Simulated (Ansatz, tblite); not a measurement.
**The cluster As2Se: removing and adding an electron**

Aim: the energy of removing and adding an electron for the cluster As2Se, by energy differences, and how well orbital energies stand in for it.

Program: Ansatz 0.2.0, Gaussian basis. Level of theory: as each input shows. These are calculated values, not measurements.

Levels to be run: charge +1 doublet, at the geometry of the singlet (PBE0-D4/def2-TZVP, PBE-D4/def2-TZVP, r2SCAN-D4/def2-TZVP); charge -1 doublet, at the geometry of the singlet (PBE0-D4/def2-TZVPD, PBE-D4/def2-TZVPD, r2SCAN-D4/def2-TZVPD); the starting singlet's energies come from earlier runs.

### 1 The relaxed structure

The singlet was relaxed beforehand with PBE0-D4/def2-TZVP. At that level it is the lowest of the isomers that a small search found.

3 atoms, charge 0, spin multiplicity 1.

Atoms are counted from 1 here; the program's logs count them from 0.

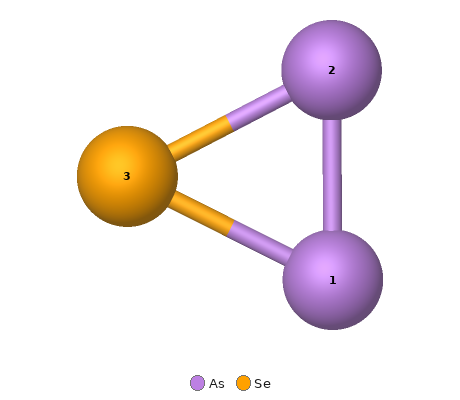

The geometry (arsenic purple, selenium orange); atoms are numbered from 1 in the order of the file.

### 2 Charge +1 doublet at the fixed geometry, first pass, PBE0-D4/def2-SVP

Input file in.yaml:

```yaml
crystal:
  periodic: [false, false, false]
  atoms:
    - {symbol: As, position_ang: [-0.450100, 0.767215, -0.971456]}
    - {symbol: As, position_ang: [0.940468, 0.563250, 0.729724]}
    - {symbol: Se, position_ang: [-0.490368, -1.330465, 0.241733]}
basis:
  gaussian: {orbitals: def2-SVP}
total_charge: 1
magnetization: {spin_polarized: true, initial_magnetization: 1}
hamiltonian: {xc: pbe0, dispersion: d4}
output: {orbitals: {seedname: orbitals}}
```

Launch:

```bash
> ansatz run in.yaml --threads 4 --pin off --events-out ev --progress --plain --max-ram 3916MiB
```

What it wrote:

```text
Functional definition: PBE0
  name "PBE0"
  cite "Adamo & Barone, J. Chem. Phys. 110, 6158 (1999) doi:10.1063/1.478522"
  cite "Perdew, Burke & Ernzerhof, Phys. Rev. Lett. 77, 3865 (1996) doi:10.1103/PhysRevLett.77.3865"
  parent pbe
  parameter a = 0.25
  parameter kappa = 0.804
  parameter beta = 0.06672455060314922
  exchange = (1 - a)*pbe_x(kappa = kappa, mu = beta*pi^2/3) + a*exact_x
  correlation = pbe_c(beta = beta)
939 factors; integrals over basis functions are off by at most 5.8e-4 eV
mean field evaluation 1: about -186978.6916 eV, gradient 1.2e1 eV
mean field evaluation 2: about -186976.9144 eV, gradient 2.1e1 eV
mean field evaluation 4: about -186979.7488 eV, gradient 1.2e0 eV
mean field evaluation 8: about -186979.7667 eV, gradient 6.1e-2 eV
mean field evaluation 16: about -186979.7667 eV, gradient 5.1e-5 eV
mean field -186979.76670897 eV, -6871.3796871167 hartree, gradient 3.6e-5 eV, S^2 0.753585; 2 other end points of the search recorded, 0 dependent functions left out
reference -186979.76672975 eV, -6871.3796878804 hartree; 50, 49 occupied and 46, 47 virtual orbitals, 939 factors
Total energy: -186979.87920938 eV, -6871.3838214307 hartree
```

Wall time 3.9 s (4 threads of Intel Xeon Platinum 8259CL at 2.50GHz, shared host).

From the report: HOMO -12.54 eV, LUMO -9.85 eV (over both spins); ⟨S²⟩ 0.754 (pure: 0.75).

### 3 Charge +1 doublet at the fixed geometry, PBE0-D4/def2-TZVP

start.molden holds the orbitals of an earlier run on this state, given as this run's starting guess.

Changes to in.yaml since step 2:

```diff
@@ -7,3 +7,3 @@
 basis:
-  gaussian: {orbitals: def2-SVP}
+  gaussian: {orbitals: def2-TZVP, initial_orbitals: start.molden}
 total_charge: 1
@@ -11,2 +11,3 @@
 hamiltonian: {xc: pbe0, dispersion: d4}
+scf: {omitted_lower_state_checks: [starts]}
 output: {orbitals: {seedname: orbitals}}
```

The command is unchanged.

What it wrote, cut to the lines that bear on the results:

```text
Functional definition: PBE0
  name "PBE0"
  cite "Adamo & Barone, J. Chem. Phys. 110, 6158 (1999) doi:10.1063/1.478522"
  cite "Perdew, Burke & Ernzerhof, Phys. Rev. Lett. 77, 3865 (1996) doi:10.1103/PhysRevLett.77.3865"
  parent pbe
[...]
977 factors; integrals over basis functions are off by at most 1.2e-3 eV
[...]
mean field -187002.90806381 eV, -6872.2301162214 hartree, gradient 2.0e-5 eV, S^2 0.755031; 0 other end points of the search recorded, 0 dependent functions left out
reference -187002.90808482 eV, -6872.2301169934 hartree; 50, 49 occupied and 94, 95 virtual orbitals, 977 factors
Total energy: -187003.02056445 eV, -6872.2342505437 hartree
Checks for a lower state left out: starts
```

It took 6 s on 4 threads of Intel Xeon Platinum 8259CL at 2.50GHz, shared host.

From the report: HOMO -12.46 eV, LUMO -9.73 eV (over both spins); ⟨S²⟩ 0.755 (pure: 0.75).

### 4 Charge +1 doublet at the fixed geometry, PBE-D4/def2-TZVP

Changes to in.yaml since step 3:

```diff
@@ -10,3 +10,3 @@
 magnetization: {spin_polarized: true, initial_magnetization: 1}
-hamiltonian: {xc: pbe0, dispersion: d4}
+hamiltonian: {xc: pbe, dispersion: d4}
 scf: {omitted_lower_state_checks: [starts]}
```

The command is unchanged.

What it wrote:

```text
Functional definition: PBE
  name "PBE"
  cite "Perdew, Burke & Ernzerhof, Phys. Rev. Lett. 77, 3865 (1996) doi:10.1103/PhysRevLett.77.3865"
  parent pbe
  parameter kappa = 0.804
  parameter beta = 0.06672455060314922
  exchange = pbe_x(kappa = kappa, mu = beta*pi^2/3)
  correlation = pbe_c(beta = beta)
these checks for a lower state are left out or cut short: starts
1133 factors; their error is unknown
mean field evaluation 1: about -186997.6574 eV, gradient 9.5e0 eV
mean field evaluation 2: about -186997.7749 eV, gradient 1.6e-1 eV
mean field evaluation 4: about -186997.7452 eV, gradient 8.2e-4 eV
mean field evaluation 8: about -186997.7452 eV, gradient 2.0e-5 eV
mean field -186997.74521109 eV, -6872.0403848834 hartree, gradient 2.0e-5 eV, S^2 0.752494; 0 other end points of the search recorded, 0 dependent functions left out
reference -186997.74523907 eV, -6872.0403859116 hartree; 50, 49 occupied and 94, 95 virtual orbitals, 1133 factors
Total energy: -186997.87924991 eV, -6872.0453107190 hartree
Checks for a lower state left out: starts
```

It took 2.6 s on 4 threads of Intel Xeon Platinum 8259CL at 2.50GHz, shared host.

Report: HOMO -11.41 eV, LUMO -10.56 eV (over both spins); ⟨S²⟩ 0.752 (pure: 0.75).

### 5 Charge +1 doublet at the fixed geometry, r2SCAN-D4/def2-TZVP

Changes to in.yaml since step 4:

```diff
@@ -10,3 +10,3 @@
 magnetization: {spin_polarized: true, initial_magnetization: 1}
-hamiltonian: {xc: pbe, dispersion: d4}
+hamiltonian: {xc: r2scan, dispersion: d4}
 scf: {omitted_lower_state_checks: [starts]}
```

The command is unchanged.

What it wrote:

```text
Functional definition: r2SCAN
  name "r2SCAN"
  cite "Furness, Kaplan, Ning, Perdew & Sun, J. Phys. Chem. Lett. 11, 8208 (2020) doi:10.1021/acs.jpclett.0c02405"
  cite "Furness, Kaplan, Ning, Perdew & Sun, J. Phys. Chem. Lett. 11, 9248 (2020) doi:10.1021/acs.jpclett.0c03077"
  parent r2scan
  parameter k0 = 0.174
  parameter k1 = 0.065
  parameter a1 = 4.9479
  exchange = r2scan_x(k0 = k0, k1 = k1, a1 = a1)
  correlation = r2scan_c
these checks for a lower state are left out or cut short: starts
1133 factors; their error is unknown
mean field evaluation 1: about -187024.5669 eV, gradient 7.1e0 eV
mean field evaluation 2: about -187024.6273 eV, gradient 8.8e-2 eV
mean field evaluation 4: about -187024.5920 eV, gradient 1.7e-4 eV
mean field evaluation 8: about -187024.5920 eV, gradient 2.6e-5 eV
mean field -187024.59200394 eV, -6873.0269863233 hartree, gradient 2.6e-5 eV, S^2 0.756318; 0 other end points of the search recorded, 0 dependent functions left out
reference -187024.59201405 eV, -6873.0269866947 hartree; 50, 49 occupied and 94, 95 virtual orbitals, 1133 factors
Total energy: -187024.61565171 eV, -6873.0278553626 hartree
Checks for a lower state left out: starts
```

Wall time 6 s (4 threads of Intel Xeon Platinum 8259CL at 2.50GHz, shared host).

Report: HOMO -11.78 eV, LUMO -10.46 eV (over both spins); ⟨S²⟩ 0.756 (pure: 0.75).

### 6 Vertical ionisation energy

Charged state less starting state, singlet to doublet; the starting state's energies are those of its earlier runs.

```
              level  vertical ionisation energy (eV)   time
   PBE-D4/def2-TZVP                            +7.66  4.1 s
r2SCAN-D4/def2-TZVP                            +7.77  9.5 s
  PBE0-D4/def2-TZVP                            +7.75  9.3 s
```

Times add the two runs; a level without a time comes out of a correlated run.

Beside −ε(HOMO) of the starting state:

```
              level  −ε(HOMO) (eV)  by difference (eV)  mismatch (eV)
   PBE-D4/def2-TZVP           4.75                7.66          -2.91
r2SCAN-D4/def2-TZVP           4.99                7.77          -2.78
  PBE0-D4/def2-TZVP           5.74                7.75          -2.00
```

### 7 Charge -1 doublet at the fixed geometry, first pass, PBE0-D4/def2-SVP

Input file in.yaml:

```yaml
crystal:
  periodic: [false, false, false]
  atoms:
    - {symbol: As, position_ang: [-0.450100, 0.767215, -0.971456]}
    - {symbol: As, position_ang: [0.940468, 0.563250, 0.729724]}
    - {symbol: Se, position_ang: [-0.490368, -1.330465, 0.241733]}
basis:
  gaussian: {orbitals: def2-SVP}
total_charge: -1
magnetization: {spin_polarized: true, initial_magnetization: 1}
hamiltonian: {xc: pbe0, dispersion: d4}
output: {orbitals: {seedname: orbitals}}
```

Launched as before.

What it wrote:

```text
Functional definition: PBE0
  name "PBE0"
  cite "Adamo & Barone, J. Chem. Phys. 110, 6158 (1999) doi:10.1063/1.478522"
  cite "Perdew, Burke & Ernzerhof, Phys. Rev. Lett. 77, 3865 (1996) doi:10.1103/PhysRevLett.77.3865"
  parent pbe
  parameter a = 0.25
  parameter kappa = 0.804
  parameter beta = 0.06672455060314922
  exchange = (1 - a)*pbe_x(kappa = kappa, mu = beta*pi^2/3) + a*exact_x
  correlation = pbe_c(beta = beta)
939 factors; integrals over basis functions are off by at most 5.8e-4 eV
mean field evaluation 1: about -186988.0942 eV, gradient 1.5e1 eV
mean field evaluation 2: about -186988.0066 eV, gradient 1.6e1 eV
mean field evaluation 4: about -186988.8224 eV, gradient 8.8e-1 eV
mean field evaluation 8: about -186988.8333 eV, gradient 1.1e-2 eV
mean field evaluation 16: about -186988.8333 eV, gradient 2.1e-5 eV
mean field -186988.83325679 eV, -6871.7128766034 hartree, gradient 2.1e-5 eV, S^2 0.754329; 0 other end points of the search recorded, 0 dependent functions left out
reference -186988.83327370 eV, -6871.7128772249 hartree; 51, 50 occupied and 45, 46 virtual orbitals, 939 factors
Total energy: -186988.95657605 eV, -6871.7174085027 hartree
```

Wall time 3 s (4 threads of Intel Xeon Platinum 8259CL at 2.50GHz, shared host).

From the report: HOMO 0.73 eV, LUMO 3.32 eV (over both spins); ⟨S²⟩ 0.754 (pure: 0.75). Doubts: highest occupied level lies above zero.

### 8 Charge -1 doublet at the fixed geometry, PBE0-D4/def2-TZVPD

Changes to in.yaml since step 7:

```diff
@@ -7,3 +7,3 @@
 basis:
-  gaussian: {orbitals: def2-SVP}
+  gaussian: {orbitals: def2-TZVPD, initial_orbitals: start.molden}
 total_charge: -1
@@ -11,2 +11,3 @@
 hamiltonian: {xc: pbe0, dispersion: d4}
+scf: {omitted_lower_state_checks: [starts]}
 output: {orbitals: {seedname: orbitals}}
```

The command is unchanged.

What it wrote, cut to the lines that bear on the results:

```text
Functional definition: PBE0
  name "PBE0"
  cite "Adamo & Barone, J. Chem. Phys. 110, 6158 (1999) doi:10.1063/1.478522"
  cite "Perdew, Burke & Ernzerhof, Phys. Rev. Lett. 77, 3865 (1996) doi:10.1103/PhysRevLett.77.3865"
  parent pbe
[...]
1050 factors; integrals over basis functions are off by at most 1.2e-3 eV
[...]
mean field -187012.26897623 eV, -6872.5741234077 hartree, gradient 2.0e-5 eV, S^2 0.756691; 0 other end points of the search recorded, 0 dependent functions left out
reference -187012.26900813 eV, -6872.5741245802 hartree; 51, 50 occupied and 114, 115 virtual orbitals, 1050 factors
Total energy: -187012.39231048 eV, -6872.5786558580 hartree
Checks for a lower state left out: starts
```

It took 7.5 s on 4 threads of Intel Xeon Platinum 8259CL at 2.50GHz, shared host.

Report: HOMO 0.22 eV, LUMO 2.69 eV (over both spins); ⟨S²⟩ 0.757 (pure: 0.75). Doubts: highest occupied level lies above zero.

### 9 Charge -1 doublet at the fixed geometry, PBE-D4/def2-TZVPD

Changes to in.yaml since step 8:

```diff
@@ -10,3 +10,3 @@
 magnetization: {spin_polarized: true, initial_magnetization: 1}
-hamiltonian: {xc: pbe0, dispersion: d4}
+hamiltonian: {xc: pbe, dispersion: d4}
 scf: {omitted_lower_state_checks: [starts]}
```

Same command.

What it wrote:

```text
Functional definition: PBE
  name "PBE"
  cite "Perdew, Burke & Ernzerhof, Phys. Rev. Lett. 77, 3865 (1996) doi:10.1103/PhysRevLett.77.3865"
  parent pbe
  parameter kappa = 0.804
  parameter beta = 0.06672455060314922
  exchange = pbe_x(kappa = kappa, mu = beta*pi^2/3)
  correlation = pbe_c(beta = beta)
these checks for a lower state are left out or cut short: starts
1237 factors; their error is unknown
mean field evaluation 1: about -187006.7442 eV, gradient 9.5e0 eV
mean field evaluation 2: about -187006.8620 eV, gradient 1.6e-1 eV
mean field evaluation 4: about -187006.8441 eV, gradient 7.0e-4 eV
mean field evaluation 8: about -187006.8441 eV, gradient 1.5e-5 eV
mean field -187006.84405453 eV, -6872.3747612124 hartree, gradient 1.5e-5 eV, S^2 0.753156; 0 other end points of the search recorded, 0 dependent functions left out
reference -187006.84409594 eV, -6872.3747627343 hartree; 51, 50 occupied and 114, 115 virtual orbitals, 1237 factors
Total energy: -187006.99100056 eV, -6872.3801613794 hartree
Checks for a lower state left out: starts
```

Run time: 3.9 s. Hardware: 4 threads of Intel Xeon Platinum 8259CL at 2.50GHz, shared host.

HOMO 1.21 eV, LUMO 1.98 eV (over both spins); ⟨S²⟩ 0.753 (pure: 0.75). Doubts: highest occupied level lies above zero.

### 10 Charge -1 doublet at the fixed geometry, r2SCAN-D4/def2-TZVPD

Changes to in.yaml since step 9:

```diff
@@ -10,3 +10,3 @@
 magnetization: {spin_polarized: true, initial_magnetization: 1}
-hamiltonian: {xc: pbe, dispersion: d4}
+hamiltonian: {xc: r2scan, dispersion: d4}
 scf: {omitted_lower_state_checks: [starts]}
```

Launched as before.

What it wrote:

```text
Functional definition: r2SCAN
  name "r2SCAN"
  cite "Furness, Kaplan, Ning, Perdew & Sun, J. Phys. Chem. Lett. 11, 8208 (2020) doi:10.1021/acs.jpclett.0c02405"
  cite "Furness, Kaplan, Ning, Perdew & Sun, J. Phys. Chem. Lett. 11, 9248 (2020) doi:10.1021/acs.jpclett.0c03077"
  parent r2scan
  parameter k0 = 0.174
  parameter k1 = 0.065
  parameter a1 = 4.9479
  exchange = r2scan_x(k0 = k0, k1 = k1, a1 = a1)
  correlation = r2scan_c
these checks for a lower state are left out or cut short: starts
1237 factors; their error is unknown
mean field evaluation 1: about -187033.9368 eV, gradient 7.2e0 eV
mean field evaluation 2: about -187033.9937 eV, gradient 8.4e-2 eV
mean field evaluation 4: about -187033.9701 eV, gradient 1.6e-4 eV
mean field evaluation 8: about -187033.9701 eV, gradient 2.3e-5 eV
mean field -187033.97011270 eV, -6873.3716254634 hartree, gradient 2.3e-5 eV, S^2 0.757346; 0 other end points of the search recorded, 0 dependent functions left out
reference -187033.97013552 eV, -6873.3716263021 hartree; 51, 50 occupied and 114, 115 virtual orbitals, 1237 factors
Total energy: -187033.99604872 eV, -6873.3725785944 hartree
Checks for a lower state left out: starts
```

It took 8 s on 4 threads of Intel Xeon Platinum 8259CL at 2.50GHz, shared host.

Report: HOMO 0.96 eV, LUMO 2.15 eV (over both spins); ⟨S²⟩ 0.757 (pure: 0.75). Doubts: highest occupied level lies above zero.

### 11 Vertical electron affinity

Starting state less charged state (positive: the electron is bound), singlet to doublet; the starting state's energies are those of its earlier runs.

```
               level  vertical electron affinity (eV)   time
   PBE-D4/def2-TZVPD                            +1.40  6.1 s
r2SCAN-D4/def2-TZVPD                            +1.58   12 s
  PBE0-D4/def2-TZVPD                            +1.59   11 s
```

Times add the two runs; a level without a time comes out of a correlated run.

Beside −ε(LUMO) of the starting state:

```
               level  −ε(LUMO) (eV)  by difference (eV)  mismatch (eV)
   PBE-D4/def2-TZVPD           4.05                1.40          +2.65
r2SCAN-D4/def2-TZVPD           4.11                1.58          +2.53
  PBE0-D4/def2-TZVPD           3.39                1.59          +1.81
```

### 12 Outcome

| quantity | value |
| --- | --- |
| vertical ionisation energy, functionals in def2-TZVP | 7.66 (PBE-D4) to 7.77 eV (r2SCAN-D4) |
| vertical electron affinity, functionals in def2-TZVPD | 1.40 (PBE-D4) to 1.59 eV (PBE0-D4) |

In words: The vertical ionisation energy spans 7.66 to 7.77 eV over the functionals. −ε(HOMO) misses the level's own difference by -2.00 eV at best (PBE0-D4) and -2.91 eV at worst (PBE-D4). The vertical electron affinity spans 1.40 to 1.59 eV over the functionals. The anion's highest level lies above zero where self-interaction lifts it, so diffuse functions weigh on these values. −ε(LUMO) misses the level's own difference by +1.81 eV at best (PBE0-D4) and +2.65 eV at worst (PBE-D4).
